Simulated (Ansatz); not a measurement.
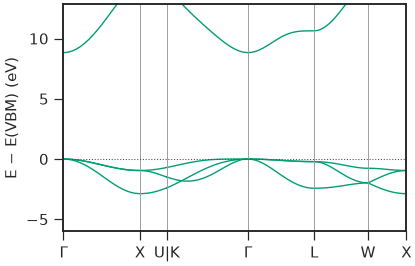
Band structure from the program Ansatz at the PBE level (PAW)

Q: Read off the gap and where the band edges lie.

A: About 8.8 eV (8.83 eV by a search for the band edges); maximum on the K–Γ line, 83 % of the way from K, minimum at Γ.

The material is LiF (rock salt, space group No. 225).

Space group Fm-3m (rock salt). The PBE relaxation kept the symmetry of its start.

Potentials: the later of the program's two PAW sets.
